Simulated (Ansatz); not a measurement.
# Run report: CH7BO2, nudged elastic band

The run: nudged elastic band of CH7BO2. Method and program: RKS revPBE-D4/6-31G* (Ansatz 0.2.0).

It belongs to a series of runs on one base structure; here: band between the two ends.

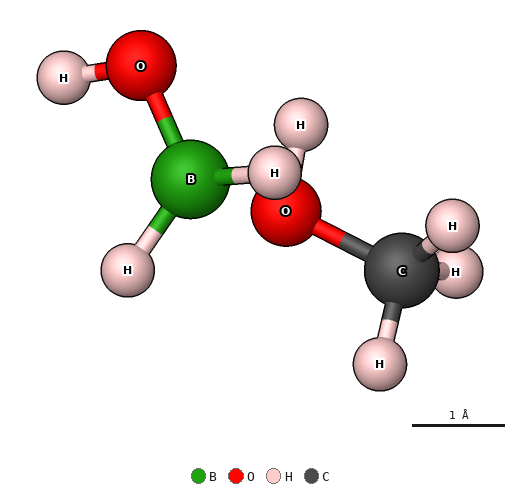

Figure 1. The input geometry (ball-and-stick view, seen at a tilt). Bond lengths as drawn: B–H 1.22 Å, B–O 1.41 Å, C–H 1.10 Å, C–O 1.45 Å and H–O 0.98 Å.

**Key numbers**

| quantity | value |
| --- | --- |
| outcome | converged |
| barrier, forward | 0.445 eV |
| barrier, backward | 0.433 eV |
| hardware | 1 thread of Arm Neoverse V1, 24 GiB of memory available, shared host |
| wall time | 4.4 min |
| peak memory | 0.12 GiB |

**Notes**

The order of the saddle point was not checked.

**Input**
```yaml
crystal:
  periodic: [false, false, false]
  atoms:
    - { symbol: B, position_ang: [0.049296, -0.0771, 0.426983] }
    - { symbol: O, position_ang: [-0.810767, -0.968684, 1.102589] }
    - { symbol: H, position_ang: [-1.690574, -0.95915, 0.679684] }
    - { symbol: H, position_ang: [1.222014, -0.202807, 0.723836] }
    - { symbol: H, position_ang: [-0.256471, 0.35976, -0.665012] }
    - { symbol: O, position_ang: [-0.307626, 1.530954, 1.465982] }
    - { symbol: C, position_ang: [0.847362, 2.374422, 1.694113] }
    - { symbol: H, position_ang: [1.714165, 1.784983, 2.04148] }
    - { symbol: H, position_ang: [1.086348, 2.828401, 0.721751] }
    - { symbol: H, position_ang: [0.598251, 3.166908, 2.420954] }
    - { symbol: H, position_ang: [-0.512098, 1.045813, 2.29544] }
basis:
  gaussian: { orbitals: "6-31G*" }
hamiltonian:
  xc: revpbe
  dispersion: d4
neb:
  order_check: false
  images: 7
  f_tol: 0.05
  max_iterations: 60
  final_atoms:
    - { symbol: B, position_ang: [0.27731577, 0.45724102, 0.27422285] }
    - { symbol: O, position_ang: [-0.96661348, -0.477884, 1.81013333] }
    - { symbol: H, position_ang: [-1.45565069, -1.09922929, 1.23124471] }
    - { symbol: H, position_ang: [1.28954465, -0.14581863, 0.55801913] }
    - { symbol: H, position_ang: [-0.44846012, 0.09847851, -0.6306747] }
    - { symbol: O, position_ang: [0.10735647, 1.7752283, 0.6548766] }
    - { symbol: C, position_ang: [0.99865512, 2.36403588, 1.60724025] }
    - { symbol: H, position_ang: [1.86191255, 1.70654075, 1.82173608] }
    - { symbol: H, position_ang: [1.36260373, 3.32690167, 1.20421985] }
    - { symbol: H, position_ang: [0.45642057, 2.5625245, 2.55161012] }
    - { symbol: H, position_ang: [-1.54318457, 0.31548129, 1.82517177] }
  initial_path:
    images:
      - { positions_ang: [[0.049296, -0.0771, 0.426983], [-0.810767, -0.968684, 1.102589], [-1.690574, -0.95915, 0.679684], [1.222014, -0.202807, 0.723836], [-0.256471, 0.35976, -0.665012], [-0.307626, 1.530954, 1.465982], [0.847362, 2.374422, 1.694113], [1.714165, 1.784983, 2.04148], [1.086348, 2.828401, 0.721751], [0.598251, 3.166908, 2.420954], [-0.512098, 1.045813, 2.29544]] }
      - { positions_ang: [[0.07694102, -0.07883713, 0.33583729], [-0.66573749, -0.70712356, 1.26966689], [-1.57219096, -0.74187665, 0.98690025], [1.23916948, -0.20958783, 0.47330958], [-0.36906215, 0.25796136, -0.68678631], [-0.15871264, 1.53982466, 1.22224332], [0.77114246, 2.293348, 1.72099094], [1.43735843, 1.63746261, 2.15767841], [1.1900824, 2.77361573, 0.99396184], [0.37828968, 3.0564147, 2.34422813], [-0.38738022, 1.06229811, 2.08976964]] }
      - { positions_ang: [[0.10458604, -0.08057426, 0.24469159], [-0.52070798, -0.44556312, 1.43674479], [-1.45380793, -0.52460331, 1.29411651], [1.25632495, -0.21636867, 0.22278317], [-0.48165329, 0.15616271, -0.70856061], [-0.00979929, 1.54869532, 0.97850463], [0.69492291, 2.21227399, 1.74786888], [1.16055186, 1.48994222, 2.27387683], [1.29381681, 2.71883047, 1.26617268], [0.15832836, 2.9459214, 2.26750226], [-0.26266244, 1.07878323, 1.88409928]] }
      - { positions_ang: [[0.13223105, -0.08231138, 0.15354588], [-0.37567847, -0.18400267, 1.60382268], [-1.33542489, -0.30732996, 1.60133276], [1.27348043, -0.2231495, -0.02774325], [-0.59424444, 0.05436407, -0.73033492], [0.13911407, 1.55756598, 0.73476595], [0.61870337, 2.13119999, 1.77474683], [0.88374529, 1.34242183, 2.39007524], [1.39755121, 2.6640452, 1.53838351], [-0.06163296, 2.83542811, 2.19077639], [-0.13794466, 1.09526834, 1.67842892]] }
      - { positions_ang: [[0.15987607, -0.08404851, 0.06240018], [-0.23064896, 0.07755777, 1.77090058], [-1.21704186, -0.09005661, 1.90854902], [1.2906359, -0.22993034, -0.27826966], [-0.70683559, -0.04743457, -0.75210923], [0.28802743, 1.56643664, 0.49102726], [0.54248383, 2.05012599, 1.80162477], [0.60693873, 1.19490144, 2.50627366], [1.50128561, 2.60925993, 1.81059435], [-0.28159428, 2.72493481, 2.11405052], [-0.01322688, 1.11175345, 1.47275856]] }
      - { positions_ang: [[0.18923599, 0.05127387, 0.11535585], [-0.41464009, -0.06130267, 1.78070877], [-1.27669407, -0.34234978, 1.73922294], [1.29036309, -0.20890241, -0.06919747], [-0.64224172, -0.0109563, -0.72175059], [0.24285969, 1.61863456, 0.5319896], [0.65652665, 2.12860346, 1.75302864], [0.92068218, 1.32281127, 2.33513926], [1.46661514, 2.78867037, 1.65900073], [-0.09709057, 2.68433223, 2.22344042], [-0.3957163, 0.91268541, 1.56086186]] }
      - { positions_ang: [[0.21859592, 0.18659625, 0.16831151], [-0.59863122, -0.20016312, 1.79051695], [-1.33634627, -0.59464295, 1.56989687], [1.29009028, -0.18787448, 0.13987473], [-0.57764786, 0.02552197, -0.69139196], [0.19769195, 1.67083247, 0.57295193], [0.77056947, 2.20708093, 1.70443251], [1.23442564, 1.45072109, 2.16400487], [1.43194467, 2.9680808, 1.5074071], [0.08741314, 2.64372966, 2.33283032], [-0.77820573, 0.71361737, 1.64896516]] }
      - { positions_ang: [[0.24795584, 0.32191864, 0.22126718], [-0.78262235, -0.33902356, 1.80032514], [-1.39599848, -0.84693612, 1.40057079], [1.28981747, -0.16684656, 0.34894693], [-0.51305399, 0.06200024, -0.66103333], [0.15252421, 1.72303039, 0.61391427], [0.8846123, 2.2855584, 1.65583638], [1.5481691, 1.57863092, 1.99287048], [1.3972742, 3.14749124, 1.35581348], [0.27191685, 2.60312708, 2.44222022], [-1.16069515, 0.51454933, 1.73706846]] }
      - { positions_ang: [[0.27731577, 0.45724102, 0.27422285], [-0.96661348, -0.477884, 1.81013333], [-1.45565069, -1.09922929, 1.23124471], [1.28954465, -0.14581863, 0.55801913], [-0.44846012, 0.09847851, -0.6306747], [0.10735647, 1.7752283, 0.6548766], [0.99865512, 2.36403588, 1.60724025], [1.86191255, 1.70654075, 1.82173608], [1.36260373, 3.32690167, 1.20421985], [0.45642057, 2.5625245, 2.55161012], [-1.54318457, 0.31548129, 1.82517177]] }
```

Run as:
```bash
ansatz run input.yaml --threads 1 --pin off --max-ram 2048MiB --backend cpu --events-out ev --progress --plain --runs-dir out
```

**What the program printed**
```
Engine: ansatz 0.2.0, aarch64-unknown-linux-gnu
Functional definition: revPBE
  parameter kappa = 1.245
  parameter beta = 0.06672455060314922
  exchange = pbe_x(kappa = kappa, mu = beta*pi^2/3)
  correlation = pbe_c(beta = beta)
902 factors; their error is unknown
mean field evaluation 1: about -5912.7936 eV, gradient 6.0e1 eV
mean field evaluation 2: about -5898.3516 eV, gradient 1.1e2 eV
mean field evaluation 4: about -5919.6978 eV, gradient 5.4e0 eV
mean field evaluation 8: about -5919.7581 eV, gradient 1.7e-1 eV
mean field evaluation 16: about -5919.7043 eV, gradient 4.1e-5 eV
mean field -5919.70426598 eV, -217.5451192551 hartree, gradient 4.1e-5 eV, S^2 0.000000; 0 other end points of the search recorded, 0 dependent functions left out
the calculation of the forces begins
reference -5919.70429596 eV, -217.5451203568 hartree; 17, 17 occupied and 57, 57 virtual orbitals, 902 factors
902 factors; their error is unknown
mean field evaluation 32: about -5919.7022 eV, gradient 1.2e-4 eV
mean field -5919.70221098 eV, -217.5450437351 hartree, gradient 3.5e-5 eV, S^2 0.000000; 0 other end points of the search recorded, 0 dependent functions left out
[... from here on the field's lines of each further geometry are left out, up to the last ...]
NEB iter   1: max|band force component| = 9.037e0 eV/Å  barrier→ = 6.3787 eV  barrier← = 6.3674 eV  Δτ_max = 0.2000 Å  (235 SCF iters)
NEB iter   2: max|band force component| = 3.286e0 eV/Å  barrier→ = 3.1839 eV  barrier← = 3.1726 eV  Δτ_max = 0.2000 Å  (234 SCF iters)
NEB iter   3: max|band force component| = 2.281e0 eV/Å  barrier→ = 2.0613 eV  barrier← = 2.0500 eV  Δτ_max = 0.1970 Å  (213 SCF iters)
NEB iter   4: max|band force component| = 1.662e0 eV/Å  barrier→ = 1.3245 eV  barrier← = 1.3132 eV  Δτ_max = 0.2000 Å  (212 SCF iters)
NEB iter   5: max|band force component| = 9.053e-1 eV/Å  barrier→ = 0.7860 eV  barrier← = 0.7747 eV  Δτ_max = 0.1884 Å  (209 SCF iters)
NEB iter   6: max|band force component| = 2.061e0 eV/Å  barrier→ = 1.0102 eV  barrier← = 0.9989 eV  Δτ_max = 0.0902 Å  (205 SCF iters)
NEB iter   7: max|band force component| = 1.020e0 eV/Å  barrier→ = 0.6558 eV  barrier← = 0.6445 eV  Δτ_max = 0.1803 Å  (201 SCF iters)
NEB iter   8: max|band force component| = 1.180e0 eV/Å  barrier→ = 0.6274 eV  barrier← = 0.6161 eV  Δτ_max = 0.0904 Å  (205 SCF iters)
NEB iter   9: max|band force component| = 5.727e-1 eV/Å  barrier→ = 0.3973 eV  barrier← = 0.3860 eV  Δτ_max = 0.1799 Å  (205 SCF iters)
NEB iter  10: max|band force component| = 2.127e0 eV/Å  barrier→ = 0.3135 eV  barrier← = 0.3022 eV  Δτ_max = 0.0898 Å  (201 SCF iters)
NEB iter  11: max|band force component| = 6.167e-1 eV/Å  barrier→ = 0.2657 eV  barrier← = 0.2544 eV  CI = image 4  Δτ_max = 0.1809 Å  (203 SCF iters)
NEB iter  12: max|band force component| = 1.029e0 eV/Å  barrier→ = 0.4910 eV  barrier← = 0.4798 eV  CI = image 4  Δτ_max = 0.0905 Å  (205 SCF iters)
NEB iter  13: max|band force component| = 1.351e0 eV/Å  barrier→ = 0.5142 eV  barrier← = 0.5030 eV  CI = image 4  Δτ_max = 0.0449 Å  (196 SCF iters)
NEB iter  14: max|band force component| = 5.438e-1 eV/Å  barrier→ = 0.4514 eV  barrier← = 0.4401 eV  CI = image 4  Δτ_max = 0.0491 Å  (198 SCF iters)
NEB iter  15: max|band force component| = 1.336e-1 eV/Å  barrier→ = 0.4456 eV  barrier← = 0.4344 eV  CI = image 4  Δτ_max = 0.0118 Å  (199 SCF iters)
the calculation of the forces begins
reference -5919.69444993 eV, -217.5447585217 hartree; 17, 17 occupied and 57, 57 virtual orbitals, 902 factors
902 factors; their error is unknown
mean field evaluation 1024: about -5919.2231 eV, gradient 3.2e-2 eV
mean field -5919.22310336 eV, -217.5274368550 hartree, gradient 2.2e-5 eV, S^2 0.000000; 1 other end points of the search recorded, 0 dependent functions left out
the calculation of the forces begins
reference -5919.22313257 eV, -217.5274379283 hartree; 17, 17 occupied and 57, 57 virtual orbitals, 902 factors
NEB iter  16: max|band force component| = 4.097e-2 eV/Å  barrier→ = 0.4448 eV  barrier← = 0.4335 eV  CI = image 4  Δτ_max = 0.0000 Å  (374 SCF iters)
```

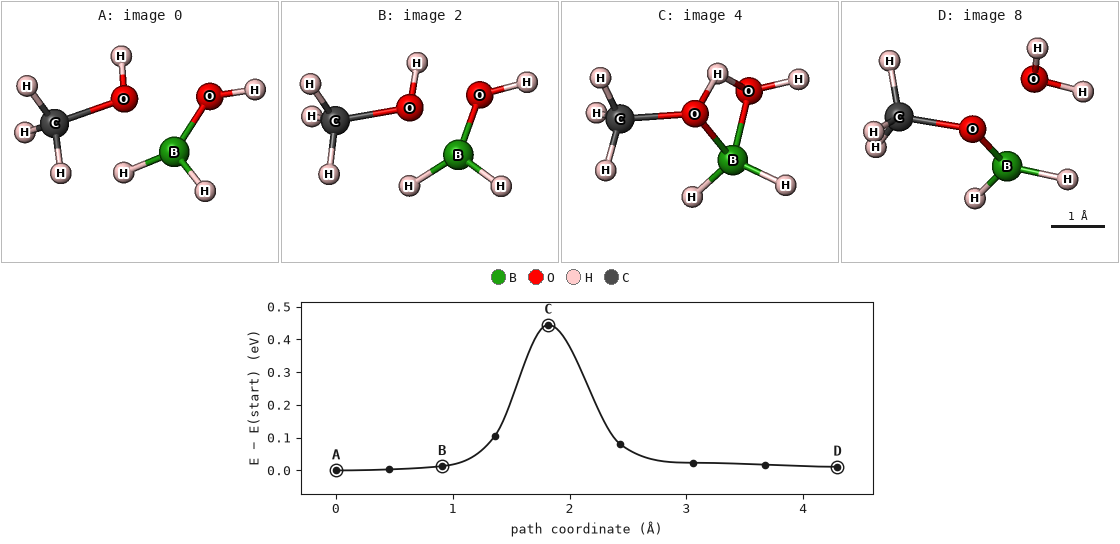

Figure 2. Images of the last band (counted from 0; ball-and-stick, seen at a tilt) above the energy along the path; the line is a cubic interpolation that uses the forces. The highest image is number 4, 0.445 eV above the start and 0.434 eV above the end (the climbing image); the end lies 0.011 eV above the start. The path is 4.29 Å long. The band converged in 16 iterations.

```
Total energy: -5919.76686178 eV, -217.5474196084 hartree
Atom 0 at     0.161509     0.217490     0.366991 Å, force    -0.002983     0.000628    -0.017823 eV/Å
Atom 1 at    -0.720134    -0.526166     1.478348 Å, force    -0.027615    -0.011162     0.006329 eV/Å
Atom 2 at    -1.555376    -0.827290     1.062668 Å, force     0.024283     0.010060     0.006327 eV/Å
Atom 3 at     1.333427    -0.044574     0.515967 Å, force    -0.004403    -0.002849     0.002131 eV/Å
Atom 4 at    -0.339127     0.111798    -0.731680 Å, force     0.002173     0.001502     0.002364 eV/Å
Atom 5 at    -0.226394     1.598373     1.022102 Å, force     0.038128    -0.016646     0.041968 eV/Å
Atom 6 at     0.822877     2.278683     1.745327 Å, force    -0.019536    -0.003982    -0.019519 eV/Å
Atom 7 at     1.324872     1.604026     2.462957 Å, force     0.004881    -0.000379    -0.003468 eV/Å
Atom 8 at     1.567785     2.650845     1.023950 Å, force    -0.002345     0.010930    -0.000501 eV/Å
Atom 9 at     0.371904     3.130075     2.280908 Å, force    -0.003901    -0.001457     0.002505 eV/Å
Atom 10 at    -0.801444     0.690239     1.680261 Å, force    -0.008682     0.013354    -0.020315 eV/Å
Dipole moment:    -0.228345     0.162837     0.292670 e Å
this run last wrote the band of iteration 16 to [file]
```

**The last band as extended XYZ (Å, eV, eV/Å)**
```
11
Properties=species:S:1:pos:R:3:forces:R:3 image=0 energy=-5920.21162
B     0.0493   -0.0771    0.4270    0.0085  -0.0033   0.0079
O    -0.8108   -0.9687    1.1026   -0.0027   0.0010  -0.0008
H    -1.6906   -0.9591    0.6797    0.0103   0.0030  -0.0015
H     1.2220   -0.2028    0.7238   -0.0130   0.0005  -0.0027
H    -0.2565    0.3598   -0.6650   -0.0027   0.0006  -0.0040
O    -0.3076    1.5310    1.4660    0.0066  -0.0051  -0.0021
C     0.8474    2.3744    1.6941    0.0017  -0.0014  -0.0044
H     1.7142    1.7850    2.0415   -0.0108   0.0073  -0.0036
H     1.0863    2.8284    0.7218   -0.0048  -0.0060   0.0128
H     0.5983    3.1669    2.4210    0.0078   0.0000  -0.0023
H    -0.5121    1.0458    2.2954   -0.0009   0.0034   0.0008
11
Properties=species:S:1:pos:R:3:forces:R:3 image=1 energy=-5920.20861
B     0.0497   -0.0562    0.3929    0.0012  -0.0029   0.0021
O    -0.7290   -0.9305    1.1891   -0.0024   0.0019  -0.0068
H    -1.6211   -1.0141    0.8023   -0.0036  -0.0013  -0.0018
H     1.2425   -0.1136    0.6138   -0.0010  -0.0031   0.0046
H    -0.3512    0.2767   -0.7044    0.0039   0.0012   0.0009
O    -0.3164    1.5932    1.3489    0.0085   0.0055   0.0087
C     0.8569    2.3554    1.7267   -0.0113  -0.0055  -0.0063
H     1.6237    1.7097    2.1884    0.0046   0.0034  -0.0021
H     1.2564    2.7801    0.7954   -0.0027   0.0024  -0.0023
H     0.5700    3.1712    2.4125    0.0021   0.0018   0.0007
H    -0.6417    1.1116    2.1423    0.0006  -0.0034   0.0026
11
Properties=species:S:1:pos:R:3:forces:R:3 image=2 energy=-5920.19856
B     0.0745   -0.0380    0.3824    0.0026  -0.0202  -0.0004
O    -0.6593   -0.8593    1.2847   -0.0014  -0.0058  -0.0251
H    -1.5463   -1.0284    0.9152   -0.0069  -0.0161  -0.0054
H     1.2759   -0.0543    0.5542   -0.0045  -0.0050   0.0137
H    -0.3768    0.1694   -0.7262    0.0067   0.0034   0.0026
O    -0.3076    1.6477    1.1978    0.0008   0.0187   0.0152
C     0.8460    2.3313    1.7526   -0.0192  -0.0080  -0.0104
H     1.4702    1.6428    2.3473    0.0118   0.0054  -0.0029
H     1.4263    2.6982    0.8954   -0.0011   0.0054  -0.0064
H     0.5094    3.1833    2.3675    0.0101   0.0083   0.0045
H    -0.7723    1.1909    1.9368    0.0010   0.0140   0.0147
11
Properties=species:S:1:pos:R:3:forces:R:3 image=3 energy=-5920.10541
B     0.1108    0.0547    0.3781   -0.0428  -0.1972   0.0142
O    -0.6564   -0.6896    1.3854    0.0638  -0.1904  -0.1293
H    -1.5381   -0.8974    1.0231    0.0068  -0.0847  -0.0563
H     1.3139   -0.0384    0.5133   -0.0238  -0.0041   0.0225
H    -0.3560    0.1199   -0.7401    0.0010  -0.0017  -0.0080
O    -0.2695    1.6199    1.0799   -0.0439   0.0234   0.0668
C     0.8215    2.2919    1.7668    0.0062   0.0309   0.0323
H     1.3427    1.6011    2.4501    0.0082  -0.0046  -0.0030
H     1.5231    2.6421    0.9972   -0.0491  -0.0150  -0.0267
H     0.4063    3.1509    2.3168    0.0299   0.0275   0.0370
H    -0.7585    1.0284    1.7371    0.0437   0.4160   0.0504
11
Properties=species:S:1:pos:R:3:forces:R:3 image=4 energy=-5919.76683
B     0.1615    0.2175    0.3670   -0.0030   0.0006  -0.0178
O    -0.7201   -0.5262    1.4783   -0.0276  -0.0112   0.0063
H    -1.5554   -0.8273    1.0627    0.0243   0.0101   0.0063
H     1.3334   -0.0446    0.5160   -0.0044  -0.0028   0.0021
H    -0.3391    0.1118   -0.7317    0.0022   0.0015   0.0024
O    -0.2264    1.5984    1.0221    0.0381  -0.0166   0.0420
C     0.8229    2.2787    1.7453   -0.0195  -0.0040  -0.0195
H     1.3249    1.6040    2.4630    0.0049  -0.0004  -0.0035
H     1.5678    2.6508    1.0239   -0.0023   0.0109  -0.0005
H     0.3719    3.1301    2.2809   -0.0039  -0.0015   0.0025
H    -0.8014    0.6902    1.6803   -0.0087   0.0134  -0.0203
11
Properties=species:S:1:pos:R:3:forces:R:3 image=5 energy=-5920.13200
B     0.2205    0.4118    0.3012    0.0258   0.0889  -0.0337
O    -0.7613   -0.5715    1.6182   -0.0462   0.0066   0.0740
H    -1.5322   -0.9093    1.1147   -0.0087  -0.0362  -0.0066
H     1.3400   -0.0216    0.4614    0.0061   0.0015  -0.0094
H    -0.4214    0.1103   -0.6846   -0.0176   0.0037   0.0152
O    -0.1110    1.6869    0.8456    0.0848   0.0513  -0.0932
C     0.8692    2.3226    1.6763    0.0171   0.0127  -0.0228
H     1.3310    1.6201    2.3978   -0.0097  -0.0009  -0.0171
H     1.6695    2.7548    1.0500    0.0631   0.0472   0.0336
H     0.3743    3.1370    2.2338   -0.0031   0.0006  -0.0180
H    -1.0388    0.3424    1.8935   -0.1116  -0.1754   0.0780
11
Properties=species:S:1:pos:R:3:forces:R:3 image=6 energy=-5920.18810
B     0.2278    0.5193    0.2456    0.0029   0.0039   0.0024
O    -0.8222   -0.5699    1.7559   -0.0027  -0.0040   0.0024
H    -1.3563   -1.1635    1.1877   -0.0019   0.0007   0.0002
H     1.2969   -0.0256    0.4155   -0.0013  -0.0008  -0.0012
H    -0.5216    0.1845   -0.6493    0.0013  -0.0014   0.0015
O    -0.0069    1.7959    0.7407   -0.0045   0.0000  -0.0078
C     0.9484    2.3628    1.6480    0.0106   0.0031   0.0090
H     1.3750    1.6019    2.3270   -0.0028   0.0001  -0.0044
H     1.7740    2.8400    1.0880   -0.0043   0.0000   0.0004
H     0.4369    3.1371    2.2462   -0.0016  -0.0037  -0.0016
H    -1.4122    0.2009    1.9024    0.0043   0.0020  -0.0010
11
Properties=species:S:1:pos:R:3:forces:R:3 image=7 energy=-5920.19401
B     0.2525    0.4871    0.2579    0.0012   0.0009   0.0010
O    -0.9003   -0.5433    1.7791   -0.0031   0.0012   0.0005
H    -1.4398   -1.1176    1.1966   -0.0013   0.0005   0.0005
H     1.2926   -0.0918    0.4842    0.0004  -0.0028   0.0020
H    -0.4855    0.1467   -0.6438    0.0016  -0.0017  -0.0001
O     0.0487    1.7824    0.7059    0.0002  -0.0004  -0.0030
C     0.9782    2.3649    1.6276    0.0027   0.0016   0.0011
H     1.6448    1.6062    2.0759    0.0049  -0.0002  -0.0051
H     1.5928    3.1196    1.1035   -0.0041   0.0056   0.0004
H     0.4140    2.8732    2.4303   -0.0013  -0.0060   0.0031
H    -1.4582    0.2562    1.8905   -0.0012   0.0013  -0.0006
11
Properties=species:S:1:pos:R:3:forces:R:3 image=8 energy=-5920.20034
B     0.2773    0.4572    0.2742    0.0073  -0.0233  -0.0099
O    -0.9666   -0.4779    1.8101   -0.0083   0.0005  -0.0181
H    -1.4557   -1.0992    1.2312    0.0066  -0.0046   0.0065
H     1.2895   -0.1458    0.5580    0.0038  -0.0021   0.0029
H    -0.4485    0.0985   -0.6307   -0.0010  -0.0030   0.0065
O     0.1074    1.7752    0.6549   -0.0141   0.0263  -0.0041
C     0.9987    2.3640    1.6072    0.0192   0.0068   0.0201
H     1.8619    1.7065    1.8217   -0.0203   0.0164  -0.0063
H     1.3626    3.3269    1.2042   -0.0112  -0.0227   0.0142
H     0.4564    2.5625    2.5516    0.0169  -0.0037  -0.0189
H    -1.5432    0.3155    1.8252    0.0011   0.0093   0.0070
```
